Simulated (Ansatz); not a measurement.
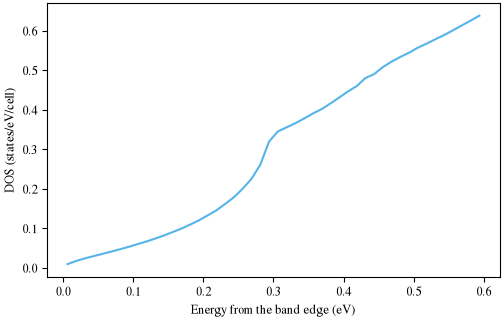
Figure: Density of states of PbI2 (P-3m1) above the conduction band minimum, PBEsol+D3BJ with spin-orbit coupling, rigid bands in Ansatz (a first-principles code); cell volume 115.0 Å³.

Q: What effective density of states at 300 K does this give (∫ g(E) exp(−E/k_BT) dE, both spins, divided by the cell's size)?

A: 4.6e18 cm⁻³, a density-of-states mass of 0.32 mₑ, valleys and band degeneracy included.

Geometry: cell and atoms relaxed with PBEsol+D3(BJ).

PBEsol with a dispersion correction tends to overbind, so the cell can be several per cent short, in bad cases over ten, which usually narrows a gap: PbI2 (P-3m1).
